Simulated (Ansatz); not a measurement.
## Geometry relaxation of C3H6ClFOSi (part 2 of 2)

C3H6ClFOSi, SMILES CCC(=O)[SiH](F)Cl; RKS BLYP-D4/6-31G (Ansatz 0.2.0). It belongs to a series of runs on one base structure; here: end point A relaxed.

Geometry of the input (Å):
```
C  0.4108  -1.4742  1.4616
C  -0.3955  -0.5159  0.5001
C  0.5085  0.3877  -0.2929
O  1.8367  0.4081  -0.1762
Si -0.2432  1.5805  -1.5275
F  -1.5470  2.2652  -0.8378
Cl -0.8265  0.5716  -3.1845
H  1.0963  -2.0579  0.8966
H  -0.3326  -2.0502  2.0417
H  0.9448  -0.8499  2.2002
H  -1.0945  0.1100  1.0987
H  -0.9500  -1.1145  -0.1858
H  0.6125  2.7047  -1.9795
```

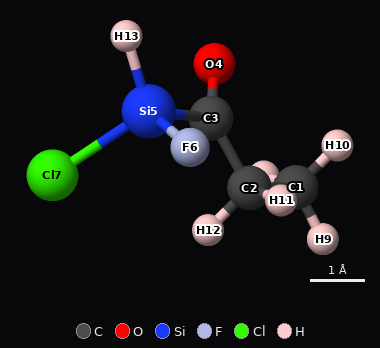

Figure 1. The geometry at step 9 of the log (ball-and-stick view, seen at a tilt; atoms are numbered from 1 in the order of the input).

Trajectory as extended XYZ, continued
```
13
Properties=species:S:1:pos:R:3:forces:R:3 step=4 energy=-28369.33024
C     0.4050   -1.4683    1.4961    0.0278  -0.0858  -0.0538
C    -0.3606   -0.5304    0.5429   -0.0599   0.0967   0.0734
C     0.5421    0.4070   -0.2353   -0.0512  -0.2839  -0.2114
O     1.7917    0.4008   -0.1761    0.0279   0.1109   0.0483
Si   -0.2598    1.6517   -1.5356   -0.0502   0.1180  -0.0070
F    -1.6632    2.3879   -0.8707    0.0543  -0.0471  -0.0387
Cl   -0.8670    0.5030   -3.3266    0.0083   0.0058   0.0956
H     1.1115   -2.1068    0.9386   -0.0367   0.0431   0.0235
H    -0.2974   -2.1201    2.0384    0.0016   0.0030   0.0275
H     0.9896   -0.8897    2.2286   -0.0080  -0.0112   0.0183
H    -1.0923    0.0999    1.0896   -0.0109  -0.0035   0.0044
H    -0.9752   -1.0956   -0.1922    0.0970   0.0536   0.0077
H     0.6959    2.7257   -1.9830   -0.0001   0.0004   0.0121
13
Properties=species:S:1:pos:R:3:forces:R:3 step=5 energy=-28369.33578
C     0.4028   -1.4688    1.4976    0.0010   0.0018  -0.0302
C    -0.3585   -0.5306    0.5389   -0.0248  -0.0050  -0.0095
C     0.5435    0.3936   -0.2547    0.0912  -0.0271   0.0307
O     1.7937    0.4115   -0.1734   -0.0765   0.0213  -0.0220
Si   -0.2581    1.6557   -1.5387   -0.0069  -0.0269   0.0003
F    -1.6597    2.3790   -0.8637    0.0033  -0.0019  -0.0119
Cl   -0.8725    0.4992   -3.3182   -0.0007   0.0140   0.0318
H     1.1050   -2.1110    0.9421   -0.0070   0.0053   0.0075
H    -0.3023   -2.1137    2.0451   -0.0002   0.0025   0.0053
H     0.9898   -0.8903    2.2283    0.0001  -0.0035   0.0102
H    -1.0900    0.1055    1.0794    0.0060   0.0049  -0.0077
H    -0.9685   -1.1005   -0.1931    0.0152   0.0126  -0.0023
H     0.6953    2.7356   -1.9750   -0.0007   0.0021  -0.0020
13
Properties=species:S:1:pos:R:3:forces:R:3 step=6 energy=-28369.33616
C     0.4019   -1.4690    1.4970   -0.0027  -0.0003  -0.0123
C    -0.3571   -0.5301    0.5377   -0.0096  -0.0050  -0.0056
C     0.5462    0.3938   -0.2539    0.0233  -0.0056   0.0189
O     1.7952    0.4143   -0.1729   -0.0060   0.0096  -0.0083
Si   -0.2576    1.6547   -1.5368   -0.0152  -0.0058  -0.0032
F    -1.6608    2.3782   -0.8650    0.0081  -0.0008  -0.0031
Cl   -0.8765    0.4969   -3.3119   -0.0007   0.0017   0.0121
H     1.1038   -2.1122    0.9426   -0.0029   0.0007   0.0025
H    -0.3044   -2.1128    2.0443   -0.0011  -0.0001   0.0025
H     0.9888   -0.8919    2.2290   -0.0010  -0.0006   0.0049
H    -1.0889    0.1069    1.0764    0.0021   0.0013  -0.0040
H    -0.9651   -1.0985   -0.1968    0.0054   0.0036  -0.0018
H     0.6947    2.7348   -1.9749    0.0001   0.0011  -0.0026
13
Properties=species:S:1:pos:R:3:forces:R:3 step=7 energy=-28369.33638
C     0.4004   -1.4696    1.4963   -0.0019   0.0002   0.0052
C    -0.3548   -0.5301    0.5353    0.0051  -0.0005   0.0000
C     0.5499    0.3956   -0.2522   -0.0115   0.0090  -0.0024
O     1.7982    0.4196   -0.1713    0.0185  -0.0011   0.0065
Si   -0.2581    1.6541   -1.5354   -0.0033   0.0105   0.0099
F    -1.6587    2.3813   -0.8622    0.0053  -0.0017  -0.0005
Cl   -0.8833    0.4914   -3.3032   -0.0058  -0.0072  -0.0057
H     1.1034   -2.1133    0.9445    0.0011  -0.0030  -0.0017
H    -0.3079   -2.1128    2.0419   -0.0016  -0.0018  -0.0018
H     0.9853   -0.8936    2.2310   -0.0013   0.0008  -0.0008
H    -1.0887    0.1067    1.0713   -0.0019  -0.0016  -0.0004
H    -0.9588   -1.0972   -0.2030   -0.0027  -0.0034  -0.0025
H     0.6934    2.7331   -1.9783    0.0001  -0.0003  -0.0057
13
Properties=species:S:1:pos:R:3:forces:R:3 step=8 energy=-28369.33658
C     0.3989   -1.4706    1.4959    0.0017   0.0011   0.0108
C    -0.3522   -0.5307    0.5324    0.0071   0.0030   0.0010
C     0.5536    0.3987   -0.2495   -0.0110   0.0114  -0.0130
O     1.8017    0.4262   -0.1659    0.0095  -0.0050   0.0130
Si   -0.2573    1.6550   -1.5339    0.0001   0.0105   0.0089
F    -1.6540    2.3871   -0.8584    0.0035   0.0010   0.0036
Cl   -0.8946    0.4848   -3.2923   -0.0048  -0.0090  -0.0103
H     1.1048   -2.1134    0.9469    0.0024  -0.0028  -0.0024
H    -0.3116   -2.1147    2.0377   -0.0009  -0.0014  -0.0042
H     0.9797   -0.8949    2.2342   -0.0012   0.0000  -0.0035
H    -1.0901    0.1041    1.0653   -0.0032  -0.0026   0.0011
H    -0.9512   -1.0974   -0.2103   -0.0037  -0.0040  -0.0015
H     0.6928    2.7311   -1.9872    0.0006  -0.0023  -0.0036
13
Properties=species:S:1:pos:R:3:forces:R:3 step=9 energy=-28369.33686
C     0.3969   -1.4716    1.4944    0.0037  -0.0010   0.0141
C    -0.3488   -0.5329    0.5257    0.0062   0.0024  -0.0008
C     0.5586    0.4051   -0.2442   -0.0119   0.0092  -0.0156
O     1.8059    0.4406   -0.1509   -0.0057  -0.0054   0.0143
Si   -0.2563    1.6570   -1.5313    0.0133   0.0044  -0.0009
F    -1.6401    2.4054   -0.8471    0.0017   0.0009   0.0000
Cl   -0.9203    0.4701   -3.2702   -0.0048   0.0004  -0.0038
H     1.1114   -2.1101    0.9513    0.0010   0.0011  -0.0007
H    -0.3165   -2.1204    2.0269    0.0029   0.0001  -0.0050
H     0.9670   -0.8952    2.2407   -0.0025  -0.0024  -0.0073
H    -1.0966    0.0955    1.0525    0.0002  -0.0040   0.0010
H    -0.9361   -1.1009   -0.2256   -0.0002  -0.0006   0.0043
H     0.6952    2.7225   -2.0076   -0.0038  -0.0051   0.0004
13
Properties=species:S:1:pos:R:3:forces:R:3 step=10 energy=-28369.33705
C     0.3964   -1.4723    1.4945    0.0063   0.0002   0.0087
C    -0.3469   -0.5366    0.5210   -0.0015   0.0003  -0.0067
C     0.5606    0.4092   -0.2398    0.0013  -0.0008  -0.0036
O     1.8068    0.4530   -0.1348   -0.0223  -0.0013   0.0062
Si   -0.2540    1.6579   -1.5310    0.0016   0.0057  -0.0197
F    -1.6261    2.4228   -0.8413    0.0053   0.0002   0.0037
Cl   -0.9478    0.4663   -3.2568    0.0044   0.0040   0.0083
H     1.1201   -2.1049    0.9562   -0.0013   0.0038   0.0022
H    -0.3176   -2.1272    2.0188    0.0052   0.0024  -0.0048
H     0.9559   -0.8936    2.2470   -0.0031  -0.0044  -0.0071
H    -1.1039    0.0854    1.0426    0.0046  -0.0037  -0.0013
H    -0.9240   -1.1075   -0.2364    0.0023   0.0040   0.0076
H     0.7007    2.7127   -2.0252   -0.0028  -0.0102   0.0064
13
Properties=species:S:1:pos:R:3:forces:R:3 step=11 energy=-28369.33719
C     0.3971   -1.4722    1.4930    0.0046  -0.0027   0.0028
C    -0.3477   -0.5413    0.5157   -0.0044  -0.0013  -0.0107
C     0.5582    0.4134   -0.2362    0.0006   0.0002   0.0064
O     1.8029    0.4673   -0.1180   -0.0166   0.0009  -0.0012
Si   -0.2527    1.6596   -1.5323   -0.0009  -0.0089  -0.0003
F    -1.6093    2.4459   -0.8349    0.0108  -0.0028  -0.0111
Cl   -0.9743    0.4573   -3.2404    0.0064   0.0182   0.0118
H     1.1315   -2.0961    0.9588   -0.0053   0.0062   0.0049
H    -0.3148   -2.1356    2.0095    0.0069   0.0035  -0.0031
H     0.9450   -0.8899    2.2514   -0.0048  -0.0054  -0.0072
H    -1.1135    0.0734    1.0334    0.0082  -0.0036  -0.0035
H    -0.9147   -1.1157   -0.2466    0.0058   0.0073   0.0111
H     0.7126    2.6992   -2.0388   -0.0113  -0.0117   0.0000
13
Properties=species:S:1:pos:R:3:forces:R:3 step=12 energy=-28369.33722
C     0.3991   -1.4733    1.4925    0.0015  -0.0066   0.0023
C    -0.3496   -0.5451    0.5155    0.0004   0.0086   0.0009
C     0.5536    0.4173   -0.2296   -0.0015  -0.0280  -0.0105
O     1.7971    0.4781   -0.1043   -0.0103   0.0101   0.0012
Si   -0.2533    1.6581   -1.5328   -0.0041   0.0311  -0.0119
F    -1.5986    2.4656   -0.8362    0.0195  -0.0160  -0.0164
Cl   -0.9892    0.4618   -3.2383   -0.0015   0.0023   0.0179
H     1.1411   -2.0889    0.9590   -0.0079   0.0065   0.0053
H    -0.3090   -2.1447    2.0037    0.0068   0.0036  -0.0020
H     0.9392   -0.8892    2.2550   -0.0059  -0.0054  -0.0065
H    -1.1202    0.0636    1.0331    0.0058  -0.0050  -0.0025
H    -0.9110   -1.1207   -0.2498    0.0069   0.0074   0.0076
H     0.7209    2.6826   -2.0531   -0.0097  -0.0084   0.0146
13
Properties=species:S:1:pos:R:3:forces:R:3 step=13 energy=-28369.33733
C     0.3992   -1.4734    1.4925    0.0028  -0.0025   0.0026
C    -0.3497   -0.5449    0.5159    0.0002  -0.0012  -0.0101
C     0.5534    0.4153   -0.2319   -0.0033   0.0013   0.0093
O     1.7967    0.4780   -0.1052    0.0004  -0.0002  -0.0025
Si   -0.2520    1.6585   -1.5337   -0.0194   0.0144  -0.0028
F    -1.6010    2.4623   -0.8406    0.0199  -0.0088  -0.0073
Cl   -0.9887    0.4620   -3.2376    0.0032  -0.0003   0.0034
H     1.1398   -2.0898    0.9583   -0.0048   0.0036   0.0032
H    -0.3087   -2.1439    2.0050    0.0034   0.0027  -0.0020
H     0.9408   -0.8894    2.2538   -0.0033  -0.0034  -0.0038
H    -1.1186    0.0653    1.0341    0.0043  -0.0017  -0.0016
H    -0.9130   -1.1204   -0.2478    0.0017   0.0037   0.0052
H     0.7219    2.6856   -2.0481   -0.0050  -0.0076   0.0064
13
Properties=species:S:1:pos:R:3:forces:R:3 step=14 energy=-28369.33736
C     0.3992   -1.4735    1.4920    0.0019  -0.0012   0.0014
C    -0.3497   -0.5443    0.5162    0.0007   0.0012  -0.0035
C     0.5530    0.4159   -0.2318   -0.0032  -0.0027   0.0010
O     1.7965    0.4778   -0.1067    0.0009   0.0011   0.0005
Si   -0.2527    1.6586   -1.5338   -0.0097   0.0080   0.0061
F    -1.6018    2.4622   -0.8416    0.0111  -0.0058  -0.0065
Cl   -0.9862    0.4598   -3.2372    0.0011   0.0010   0.0006
H     1.1391   -2.0901    0.9573   -0.0019   0.0013   0.0011
H    -0.3085   -2.1438    2.0048    0.0012   0.0011  -0.0013
H     0.9415   -0.8901    2.2532   -0.0014  -0.0016  -0.0018
H    -1.1177    0.0661    1.0353    0.0011  -0.0006  -0.0001
H    -0.9141   -1.1191   -0.2471    0.0009   0.0017   0.0022
H     0.7219    2.6856   -2.0457   -0.0027  -0.0035   0.0001
```

Key numbers

- outcome: converged
- total energy: −28369.3377 eV
- mean-field energy: −28368.6466 eV
- largest force (length of the vector) at the end: 0.014 eV/Å
- wall time: 88 s
- peak memory: 0.18 GiB
